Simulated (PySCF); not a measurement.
## Electronic structure of C₄H₅F₃S (charge +1, doublet) in real space

```yaml
atoms:
  - { symbol: C, position_ang: [2.7470, 0.0408, 0.1547] }
  - { symbol: S, position_ang: [1.4774, -0.7015, -0.8530] }
  - { symbol: C, position_ang: [0.0445, -0.0853, -0.1089] }
  - { symbol: C, position_ang: [-1.1794, -0.4033, -0.5638] }
  - { symbol: C, position_ang: [-2.4383, 0.1396, 0.0859] }
  - { symbol: F, position_ang: [-3.1986, -0.8595, 0.5228] }
  - { symbol: F, position_ang: [-2.1562, 0.9293, 1.1226] }
  - { symbol: F, position_ang: [-3.1374, 0.8486, -0.7956] }
  - { symbol: H, position_ang: [2.6568, -0.2999, 1.1878] }
  - { symbol: H, position_ang: [3.7161, -0.2554, -0.2427] }
  - { symbol: H, position_ang: [2.6608, 1.1284, 0.1375] }
  - { symbol: H, position_ang: [0.1650, 0.5720, 0.7452] }
  - { symbol: H, position_ang: [-1.3622, -1.0532, -1.4101] }
```

Geometry: GFN2-xTB.

Computed with UKS B3LYP, pcH-1 on C F H S, non-relativistic, mean-field spin-orbit, GIAO (PySCF 2.14.0, density-fitted response routines).

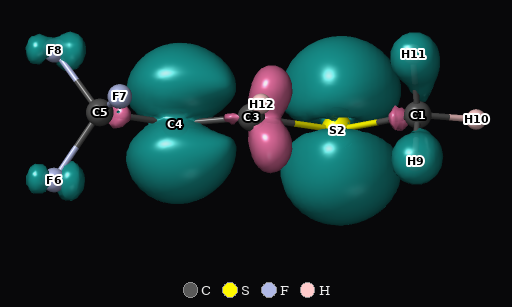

Figure 1. Isosurfaces of the spin density at +0.02 (teal) and −0.02 e/Å³ (pink), seen from one side.

Question: Where is the unpaired spin?

Answer: The unpaired spin (1 electron) lies mostly on S2 (about 0.5) and C4 (about 0.3), in electrons by Hirshfeld's partition.

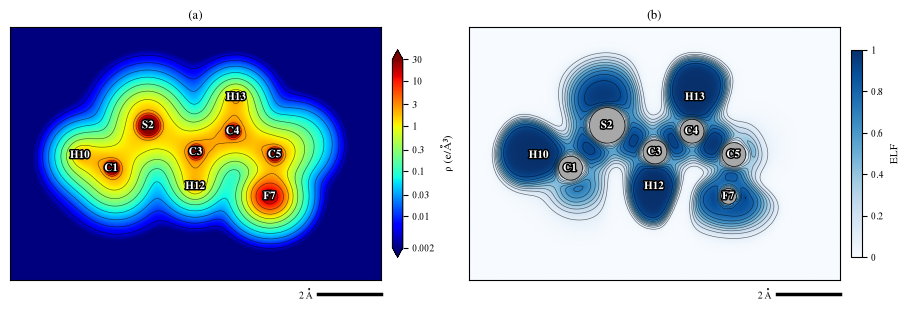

Figure 2. (a) electron density; (b) ELF on the plane of atoms C3, C4 and C5. Grey discs cover the atomic cores in the ELF map.

Question: What does the map show?

Answer:
- Atoms in the plane: C, S, F and H.
- C–F (1.33 Å): ρ at the midpoint is about 2.4 e/Å³; the ELF peaks at about 0.85 between the atoms (a polar covalent bond).
- C–C (1.34 Å): ρ is about 2.3 e/Å³ halfway; the ELF peaks at about 0.95 between the atoms (a short, multiple covalent bond).
- C–S (1.73 Å): the density is about 1.4 e/Å³ at the midpoint; the ELF peaks at about 0.90 between the atoms: localised, covalent bonding.
- C–H (1.08 Å): the density is about 2.1 e/Å³ at the midpoint; the ELF climbs to about 1 towards the hydrogen, as it does in any bond to H (a covalent bond by its length).
- C–C (1.52 Å): ρ at the midpoint is about 1.8 e/Å³; the ELF peaks at about 1 between the atoms: localised, covalent bonding.
- The ELF also peaks beside F7 and S2, away from the bonds: non-bonding electrons, paired or unpaired.

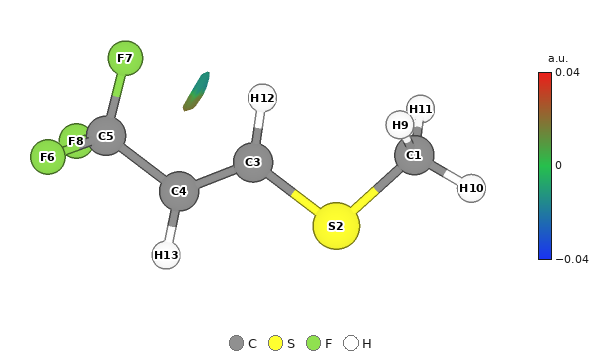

Figure 3. Non-covalent interaction (NCI) plot: the surface where the reduced density gradient is 0.5, for densities under 0.05 a.u., coloured by sign(λ₂)ρ; seen at a tilt.

Question: Which non-covalent interactions does the plot reveal?

Answer: Between F7 and C5 on one side and C3 and H12 on the other: a weak contact, attractive (blue-green) on one side and crowded (olive to red) on the other.
